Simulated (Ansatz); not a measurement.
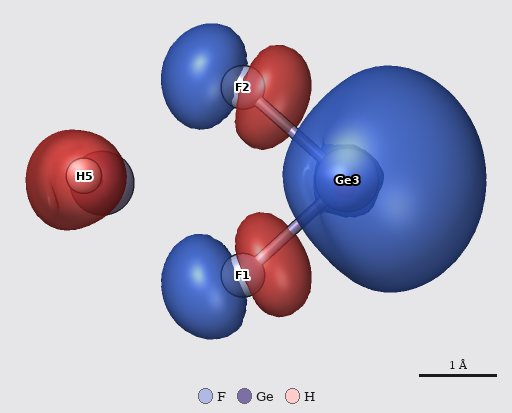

F$_{2}$Ge$_{2}$H (charge +1). The HOMO−1 at ±0.1 Å⁻³ᐟ² (blue and red are the two phases), seen across its widest extent.

Geometry: BLYP-D3(BJ)/def2-SVP.

Theory: isolated molecule in a Gaussian basis; Kohn-Sham density functional theory, functional PBE0 (Ansatz).

Input file:

```
crystal:
  periodic: [false, false, false]
  atoms:
    - {symbol: F, position_ang: [-0.351106, -1.092599, -0.203324]}
    - {symbol: F, position_ang: [-0.983717, 1.153640, 0.568089]}
    - {symbol: Ge, position_ang: [-2.006443, -0.366532, 0.240261]}
    - {symbol: Ge, position_ang: [1.130589, 0.576556, 0.067386]}
    - {symbol: H, position_ang: [0.787066, 1.001777, -1.452512]}
basis:
  gaussian:
    orbitals: def2-TZVPD
total_charge: 1
hamiltonian:
  xc: {name: PBE0}
output: {forces: true, orbitals: {seedname: orbitals}}
```

Run with:

```sh
ansatz run input.yaml --threads 2 --pin off --max-ram 4350MiB --events-out events.jsonl --progress --plain --runs-dir runs
```

Question: Where does this orbital lie, and at what energy?

Answer: It lies mainly on Ge3 (about 60 %), F1 (about 15 %) and F2 (about 15 %). Its energy is −15.36 eV.
